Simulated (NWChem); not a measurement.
# One shape, several levels: Si2H4ClF (SMILES F[SiH2][SiH2]Cl)

Wanted: a comparison of 3 runs (HF/STO-3G, HF/3-21G, B3LYP/6-31G*) of Si2H4ClF. 

Program for the calculation: NWChem 7.3.0.

## 1. The molecule

The species is Si2H4ClF (8 atoms), meant as a singlet with charge 0. As SMILES, `F[SiH2][SiH2]Cl`. Geometry: relaxed at PBE0-D4/def2-TZVP. This is one conformer, not always the lowest.

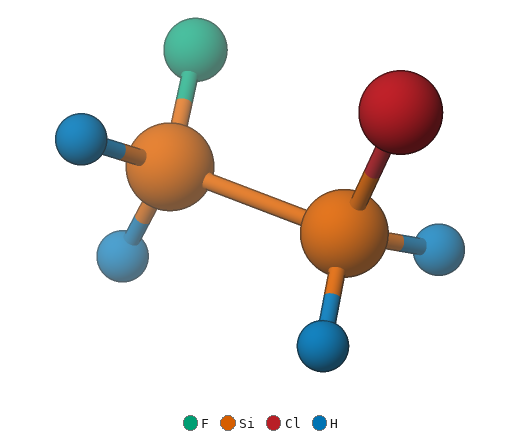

Viewed from a chosen angle; fluorine teal, silicon orange, chlorine red, hydrogen blue.

## 2. Energy and forces at HF/STO-3G (run 1)

Contents of run.py:

```python
from ase import Atoms
from ase.calculators.nwchem import NWChem

mol = Atoms(['F', 'Si', 'Si', 'Cl', 'H', 'H', 'H', 'H'], positions=[
    [-1.769500, 1.438200, 0.046900],
    [-0.188800, 1.181000, 0.127500],
    [0.236500, -1.123800, 0.039500],
    [-0.336000, -1.852100, -1.800600],
    [0.454900, 1.880200, -1.013000],
    [0.306000, 1.751900, 1.408000],
    [1.691600, -1.373700, 0.207100],
    [-0.509700, -1.867300, 1.084900],
])

calc = NWChem(
    label='geom',
    theory='scf',
    memory='2200 mb',
    basis='STO-3G',
    basispar='spherical bse',
    scf={'nopen': '0', 'rhf': None, 'thresh': '1e-08', 'maxiter': '80'},
)
mol.calc = calc

forces = mol.get_forces()
print("Total energy (eV):", round(mol.get_potential_energy(), 6))
print("forces (eV/A):")
for s, f in zip(mol.symbols, forces):
    print(f"{s:2s} {f[0]:10.5f} {f[1]:10.5f} {f[2]:10.5f}")
print("dipole (e A):", mol.get_dipole_moment().round(4))
```

Run with:

```
$ export ASE_NWCHEM_COMMAND="nwchem PREFIX.nwi > PREFIX.nwo"
$ python run.py
```

The program printed:

```text
Total energy (eV): -30646.312391
forces (eV/A):
F    -0.98797    0.21011   -0.02412
Si    2.16142   -0.17252    0.09446
Si    0.87207    1.05981    2.29656
Cl   -0.20209   -0.44835   -0.77853
H    -0.59902   -0.75220    1.26077
H    -0.44521   -0.65388   -1.40279
H    -1.59892    0.08582   -0.25762
H     0.79972    0.67121   -1.18872
dipole (e A): [0.3487 0.2462 0.5425]
```

The calculator wrote geom.nwi:

```
title "geom"

permanent_dir geom

scratch_dir geom

start geom

geometry units angstrom nocenter noautosym noautoz
  F  -1.7695000000000001e+00 1.4381999999999999e+00 4.6899999999999997e-02
  Si -1.8880000000000000e-01 1.1810000000000000e+00 1.2750000000000000e-01
  Si 2.3649999999999999e-01 -1.1237999999999999e+00 3.9500000000000000e-02
  Cl -3.3600000000000002e-01 -1.8521000000000001e+00 -1.8006000000000000e+00
  H  4.5490000000000003e-01 1.8802000000000001e+00 -1.0129999999999999e+00
  H  3.0599999999999999e-01 1.7519000000000000e+00 1.4079999999999999e+00
  H  1.6916000000000000e+00 -1.3736999999999999e+00 2.0710000000000001e-01
  H  -5.0970000000000004e-01 -1.8673000000000000e+00 1.0849000000000000e+00
end

memory 2200 mb

basis spherical bse noprint
   * library STO-3G
end

scf
  nopen 0
  rhf
  thresh 1e-08
  maxiter 80
end

task scf gradient
```

geom.nwo:

```text
Northwest Computational Chemistry Package (NWChem) 7.3.0
             --------------------------------------------------------

           Job information
           ---------------

    nwchem branch   = 7.3.0
    use scalapack   = T
    input           = geom.nwi
    prefix          = geom.
    data base       = geom/geom.db
    status          = startup
    nproc           =        1

           Memory information
           ------------------

    heap     =     72089594 doubles =      550.0 Mbytes
    stack    =     72089599 doubles =      550.0 Mbytes
    global   =    144179200 doubles =     1100.0 Mbytes (distinct from heap & stack)
    total    =    288358393 doubles =     2200.0 Mbytes
    verify   = yes
    hardfail = no

[... 138 lines left out ...]
 Convergence threshold     :          1.000E-08
[... 12 lines left out ...]
       Final RHF  results
[... 3 lines left out ...]
      One-electron energy =  -2104.845642301675
[... 1 line left out ...]
 Nuclear repulsion energy =    269.272846546025
[... 44 lines left out ...]
                       ROHF Final Molecular Orbital Analysis
[... 198 lines left out ...]
                         RHF ENERGY GRADIENTS

    atom               coordinates                        gradient
                 x          y          z           x          y          z
   1 F      -3.343870   2.717804   0.088628    0.019213  -0.004086   0.000469
   2 Si     -0.356780   2.231766   0.240940   -0.042033   0.003355  -0.001837
   3 Si      0.446920  -2.123674   0.074644   -0.016959  -0.020610  -0.044661
[... 4 lines of this table left out ...]
   8 H      -0.963193  -3.528685   2.050164   -0.015552  -0.013053   0.023117

                 ----------------------------------------
                 |  Time  |  1-e(secs)   |  2-e(secs)   |
                 ----------------------------------------
                 |  CPU   |       0.00   |       0.43   |
                 ----------------------------------------
                 |  WALL  |       0.00   |       0.43   |
                 ----------------------------------------

 Task  times  cpu:        1.9s     wall:        1.9s
 Total times  cpu:        2.0s     wall:        2.0s
```

Wall time 3 s (1 thread of Intel Xeon Platinum 8559C (Emerald Rapids), shared host); peak memory 0.1 GiB.

## 3. Energy and forces at HF/3-21G (run 2)

Contents of test.nw:

```
start test
memory total 2200 mb
charge 0

geometry units angstroms noautosym nocenter noautoz
 F    -1.769500    1.438200    0.046900
 Si   -0.188800    1.181000    0.127500
 Si    0.236500   -1.123800    0.039500
 Cl   -0.336000   -1.852100   -1.800600
 H     0.454900    1.880200   -1.013000
 H     0.306000    1.751900    1.408000
 H     1.691600   -1.373700    0.207100
 H    -0.509700   -1.867300    1.084900
end

basis spherical bse
 * library 3-21G
end

scf
 nopen 0
 rhf
 thresh 1e-08
 maxiter 80
end

task scf gradient
```

Run with:

```
$ nwchem test.nw > test.out
```

The program printed:

```text
[...]
  functions       =    56
[...]
  wavefunction    = RHF
[...]
         Total SCF energy =  -1133.387150068108
      One-electron energy =  -2108.607199302058
      Two-electron energy =    705.947202687925
 Nuclear repulsion energy =    269.272846546025
        Time for solution =      1.9s
[...]
                         RHF ENERGY GRADIENTS
    atom               coordinates                        gradient
                 x          y          z           x          y          z
   1 F      -3.343870   2.717804   0.088628    0.030767  -0.003311   0.001143
   2 Si     -0.356780   2.231766   0.240940   -0.028182  -0.005639  -0.001267
   3 Si      0.446920  -2.123674   0.074644   -0.014293  -0.012310  -0.043789
   4 Cl     -0.634948  -3.499962  -3.402641    0.012218   0.017020   0.042002
   5 H       0.859636   3.553063  -1.914292   -0.000839   0.003316  -0.001813
   6 H       0.578256   3.310611   2.660734   -0.001010   0.003422   0.001690
   7 H       3.196660  -2.595917   0.391362    0.002268  -0.001112   0.000805
   8 H      -0.963193  -3.528685   2.050164   -0.000929  -0.001384   0.001227
[...]
```

Wall time 3.3 s (1 thread of Intel Xeon Platinum 8559C (Emerald Rapids), shared host); peak memory 0.1 GiB.

## 4. Energy and gradient at B3LYP/6-31G(d) (Cartesian functions) (run 3)

Contents of clfh4si2.nw:

```
start clfh4si2
title "ClFH4Si2"
memory 2200 mb
geometry units angstroms noautosym nocenter noautoz
   F    -1.769500    1.438200    0.046900
   Si   -0.188800    1.181000    0.127500
   Si    0.236500   -1.123800    0.039500
   Cl   -0.336000   -1.852100   -1.800600
   H     0.454900    1.880200   -1.013000
   H     0.306000    1.751900    1.408000
   H     1.691600   -1.373700    0.207100
   H    -0.509700   -1.867300    1.084900
end
basis
   F library 6-31G*
   Si library 6-31G*
   Cl library 6-31G*
   H library 6-31G*
end
dft
   xc b3lyp
   mult 1
   grid xfine
   convergence energy 1e-08
   iterations 100
   mulliken
end
task dft gradient
```

Run with:

```
$ nwchem clfh4si2.nw > clfh4si2.out
```

The program printed:

```text
[...]
          Wavefunction type:  closed shell.
          No. of atoms     :     8
          No. of electrons :    58
[...]
          Charge           :     0
          Spin multiplicity:     1
[...]
          AO basis - number of functions:    80
[...]
              XC Information
              --------------
                         B3LYP Method XC Potential
                     Hartree-Fock (Exact) Exchange  0.200
                        Slater Exchange Functional  0.800 local
                    Becke 1988 Exchange Functional  0.720 non-local
              Lee-Yang-Parr Correlation Functional  0.810
                  VWN I RPA Correlation Functional  0.190 local
[...]
 d= 0,ls=0.0,diis     1  -1141.4481805909 -1.41D+03  1.95D-02  7.57D-01     3.2
[...]
 d= 0,ls=0.0,diis     8  -1141.5243343073 -3.93D-09  7.06D-06  3.16D-07    21.6
         Total DFT energy =    -1141.524334307282
      One electron energy =    -2116.396214678613
           Coulomb energy =      787.775390298369
    Exchange-Corr. energy =      -82.176356473062
 Nuclear repulsion energy =      269.272846546025
[...]
      Total Density - Mulliken Population Analysis
     ---------------------------------------------
    Atom       Charge   Shell Charges
 -----------   ------   -------------------------------------------------------
    1 F    9     9.37   1.99  0.95  3.32  0.94  2.10  0.07
    2 Si  14    13.38   2.00  1.99  5.96  1.04  1.75  0.21  0.25  0.18
    3 Si  14    13.74   2.00  1.99  5.96  1.07  1.94  0.27  0.35  0.16
    4 Cl  17    17.25   2.00  1.99  5.97  1.45  3.65  0.56  1.65 -0.03
    5 H    1     1.08   0.51  0.57
    6 H    1     1.09   0.51  0.58
    7 H    1     1.05   0.51  0.54
    8 H    1     1.04   0.51  0.53
[...]
  wavefunction    = closed shell
                         DFT ENERGY GRADIENTS
    atom               coordinates                        gradient
                 x          y          z           x          y          z
   1 F      -3.343870   2.717804   0.088628    0.011398  -0.001626   0.000415
   2 Si     -0.356780   2.231766   0.240940   -0.007801   0.000115  -0.000700
   3 Si      0.446920  -2.123674   0.074644   -0.002462  -0.004399  -0.007587
   4 Cl     -0.634948  -3.499962  -3.402641    0.002482   0.004617   0.009065
   5 H       0.859636   3.553063  -1.914292   -0.001490   0.000096   0.000504
   6 H       0.578256   3.310611   2.660734   -0.001453   0.000125  -0.000897
   7 H       3.196660  -2.595917   0.391362   -0.000582   0.000536  -0.000320
   8 H      -0.963193  -3.528685   2.050164   -0.000094   0.000535  -0.000480
[...]
```

Run time: 29 s. Hardware: 1 thread of Intel Xeon Platinum 8559C (Emerald Rapids), shared host; peak memory 0.14 GiB.

## 5. The series

```csv
run,level,Cartesian functions,iteration cap,energy (Eh),dipole moment (D),HOMO energy (eV),LUMO energy (eV),wall time
1,HF/STO-3G,no,80,-1126.231217,3.32,-8.70,8.85,3 s
2,HF/3-21G,no,80,-1133.387150,3.54,-11.26,2.30,3.3 s
3,B3LYP/6-31G* (Cartesian functions),yes,100,-1141.524334,2.21,-7.96,-0.94,29 s
```

## 6. Results

| quantity | value |
| --- | --- |
| run 3: total energy | -1141.52433 Eh |
| run 3: dipole moment | 2.21 D |
| run 3: HOMO energy | -7.96 eV |
| run 3: LUMO energy | -0.94 eV |
| run 3: HOMO–LUMO gap | 7.02 eV |
| run 3: largest force on an atom | 0.592 eV/Å |

**Reading.** The dipole moment (its size) runs from 2.21 D (B3LYP/6-31G*) to 3.54 D (HF/3-21G). The two ends differ in method and basis. The HOMO–LUMO gap runs from 7.02 eV (B3LYP/6-31G*) to 17.55 eV (HF/STO-3G). In run 1 the basis is minimal, so the values are rough. All runs together took 35 s, the longest 29 s.
